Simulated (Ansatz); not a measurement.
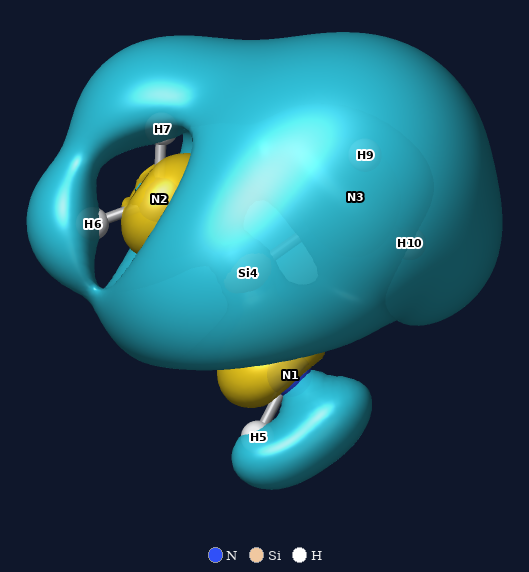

*H6N3Si (SMILES N=[Si](N)[NH3+]) (charge +1). The LUMO at ±0.05 Å⁻³ᐟ² (yellow and cyan are the two phases), seen across its widest extent.*

Geometry: B3LYP/6-31G*.

Method: isolated molecule in a Gaussian basis; Kohn-Sham density functional theory, functional PBE0 (Ansatz).

```yaml
atoms:
  - { symbol: N, position_ang: [-2.3717, 1.5701, 1.0421] }
  - { symbol: N, position_ang: [0.0518, -0.3001, 1.7746] }
  - { symbol: N, position_ang: [-0.4036, 0.9321, -0.7347] }
  - { symbol: Si, position_ang: [-1.0558, 0.7076, 1.0303] }
  - { symbol: H, position_ang: [-3.0438, 1.7397, 1.7810] }
  - { symbol: H, position_ang: [-0.0750, -0.5770, 2.7441] }
  - { symbol: H, position_ang: [0.8898, -0.6987, 1.3652] }
  - { symbol: H, position_ang: [0.5104, 1.3964, -0.8038] }
  - { symbol: H, position_ang: [-0.3517, 0.0704, -1.2921] }
  - { symbol: H, position_ang: [-1.1000, 1.5485, -1.1782] }
```

Question: Where does this orbital lie, and at what energy?

Answer: Its weight (Hirshfeld) is mainly on Si4 (about 40 %), N3 (about 10 %), H8 (about 10 %), H9 (about 10 %), N2 (about 10 %) and N1 (about 10 %). Its energy is −5.94 eV.
